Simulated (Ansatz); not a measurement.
# Br2H2OSi2 (SMILES Br[Si]O[SiH2]Br): what the fields show

Input

```
crystal:
  periodic: [false, false, false]
  atoms:
    - symbol: Br
      position_ang: [-2.702171, 0.561063, -0.396872]
    - symbol: Br
      position_ang: [3.007414, -1.654045, 0.342015]
    - symbol: O
      position_ang: [0.280538, -0.008516, 0.304272]
    - symbol: Si
      position_ang: [-0.758108, 1.216458, 0.683875]
    - symbol: Si
      position_ang: [0.889687, -1.415155, -0.331411]
    - symbol: H
      position_ang: [0.120898, -2.567445, 0.181118]
    - symbol: H
      position_ang: [0.892117, -1.332275, -1.806096]
basis:
  gaussian: {orbitals: def2-TZVPD}
output: {forces: true, orbitals: {seedname: orbitals}}
hamiltonian: {xc: {name: PBE0}}
```

Launched as:

```sh
ansatz run input.yaml --threads 2 --pin off --max-ram 4350MiB --events-out events.jsonl --progress --plain --runs-dir runs
```

Geometry: B3LYP/6-31G*.

Computed with isolated molecule in a Gaussian basis; Kohn-Sham density functional theory, functional PBE0 in Ansatz.

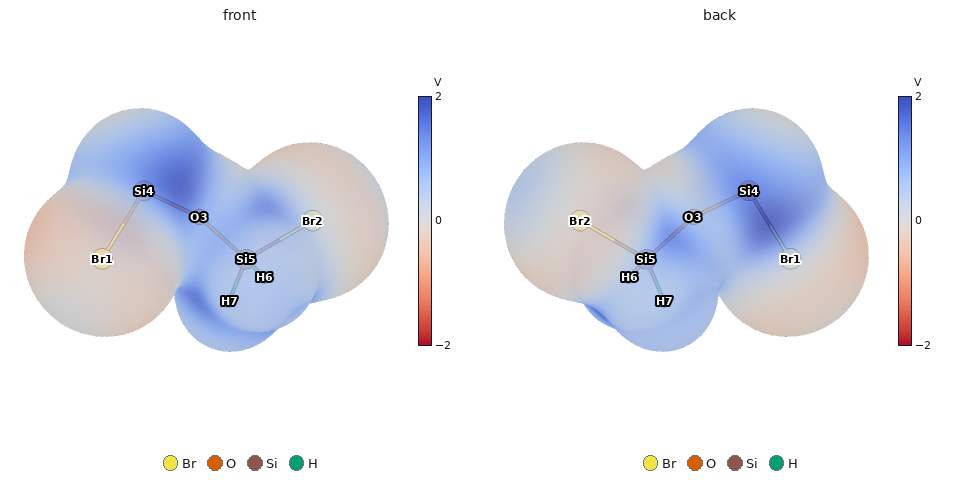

Figure 1. The molecular electrostatic potential painted on the density surface at 0.002 e/bohr³, seen from the front and from behind; red is negative and blue positive.

### Which sites attract a positive test charge, and which a negative one?

A positive charge is drawn to the negative regions and a negative charge to the positive ones. The most negative region (about −0.4 V, or −9 kcal/mol for a unit charge) lies over Br1, the most positive (about +1.8 V, or +42 kcal/mol for a unit charge) over Si4. Br2 shows a σ-hole: about +0.5 V, or +12 kcal/mol for a unit charge at the tip opposite its bond, against about −0.2 V on its flanks.

### What dipole moment does the calculation give?

Its dipole moment is 0.38 D.

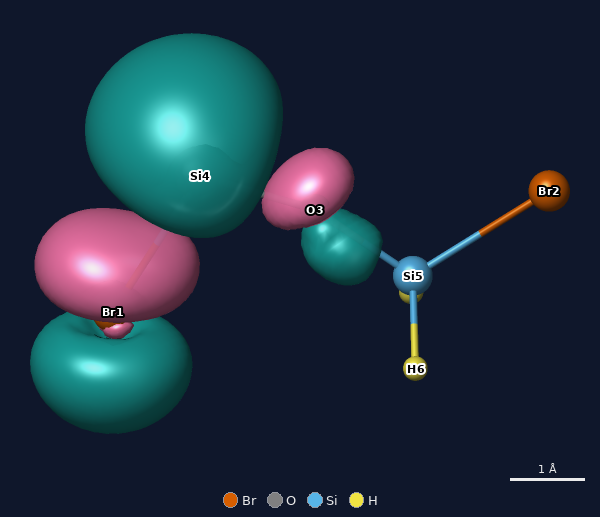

Figure 2. The HOMO at ±0.1 Å⁻³ᐟ² (teal and pink are the two phases), seen at a tilt.

### Describe this orbital and give its energy.

By Hirshfeld shares it lies mainly on Si4 (about 55 %), Br1 (about 35 %) and O3 (about 5 %). Its energy is −7.65 eV.

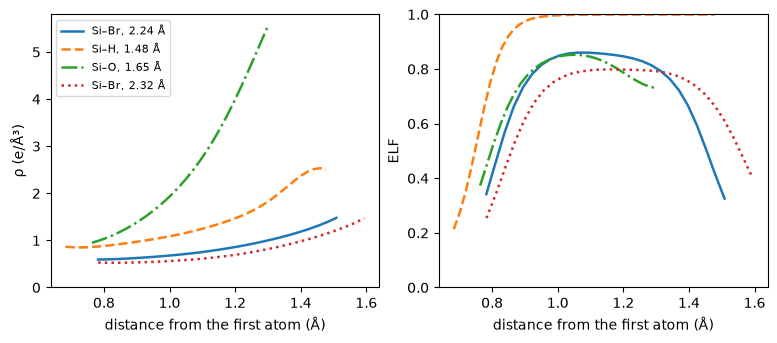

Figure 3. Total electron density and ELF along straight lines between neighbouring atoms. The curves leave out the atomic cores.

### What can be read from the curves?

Si–Br (2.24 Å): the density is about 0.77 e/Å³ at the midpoint; the ELF peaks at about 0.85 between the atoms (a shared but strongly polarised pair).
Si–H (1.48 Å): ρ is about 0.85 e/Å³ halfway; the ELF climbs to about 1 towards the hydrogen, as it does in any bond to H.
Si–O (1.65 Å): ρ is about 1.1 e/Å³ halfway; the ELF peaks at about 0.85 between the atoms: a polar covalent bond.
Si–Br (2.32 Å): ρ at the midpoint is about 0.66 e/Å³, with its minimum of 0.53 e/Å³ about 0.8 Å from Si; the ELF peaks at about 0.80 between the atoms, as expected for a polar covalent bond.

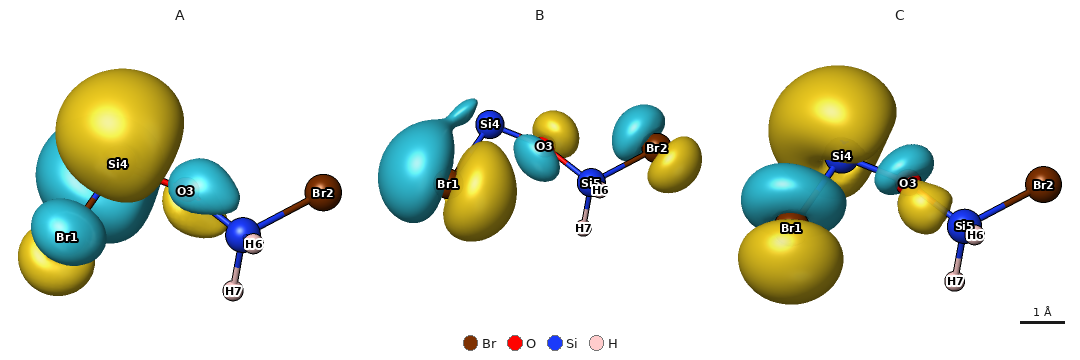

Figure 4. Three frontier orbitals at ±0.08 Å⁻³ᐟ² (yellow and cyan are the two phases), in no order.

### Order the three orbitals by energy and name them.

B is the HOMO−1 (−8.58 eV). It lies mainly on Br1 (about 75 %), Br2 (about 10 %) and O3 (about 10 %); largely a lone pair of Br1. C is the HOMO (−7.65 eV). Its weight (Hirshfeld) is mainly on Si4 (about 55 %), Br1 (about 35 %) and O3 (about 5 %). A is the LUMO (−2.57 eV). By Hirshfeld shares it lies mainly on Si4 (about 75 %), Br1 (about 10 %) and O3 (about 10 %).

### What is the HOMO–LUMO gap?

5.08 eV between the orbital energies.
